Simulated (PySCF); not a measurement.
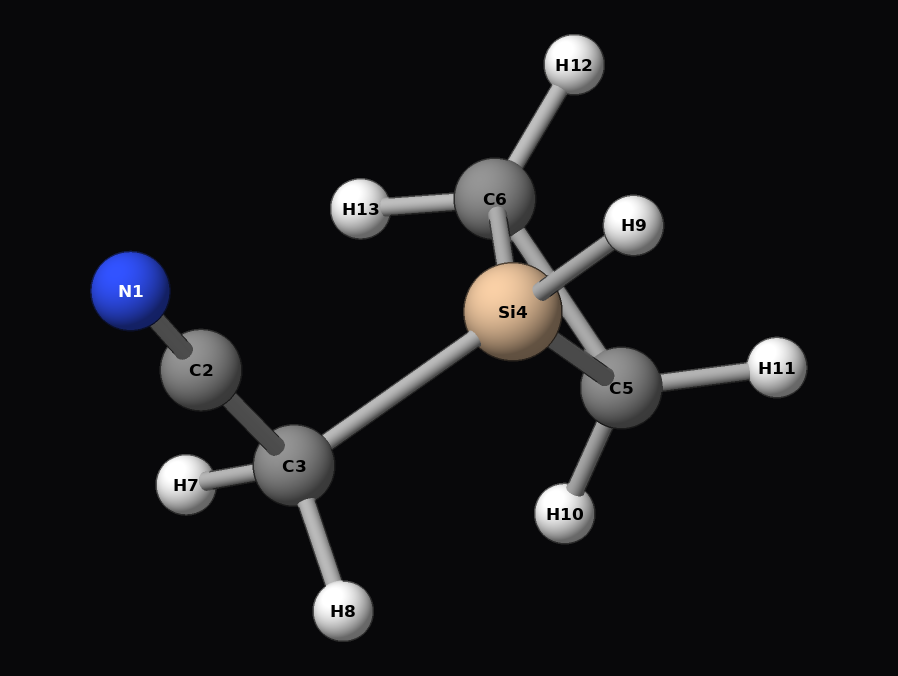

The questions are on isotropic NMR shieldings of the C atoms. The geometry was computed by an optimisation with GFN2-xTB. No frequency run is at hand to confirm it as a minimum. Properties computed with GIAO PBE0/pcSseg-1 NMR shielding, non-relativistic, gas phase (PySCF 2.14.0).

### Which C atom is the most shielded (lowest chemical shift)?

C5 (191.1 ppm).

### Which C atom is the least shielded (highest chemical shift)?

C2 (65.2 ppm).

### How wide is the range of C shifts?

125.9 ppm.

Give the isotropic NMR shieldings of the C atoms atom by atom.

```json
{"atom": "C2", "σ (ppm)": "65.2"}
{"atom": "C3", "σ (ppm)": "190.1"}
{"atom": "C5", "σ (ppm)": "191.1"}
{"atom": "C6", "σ (ppm)": "188.3"}
```

The geometry is semi-empirical. Around Si such bond lengths and angles can be off by a tenth of an ångström or more and by several degrees, and values that hang on the shape move with them.
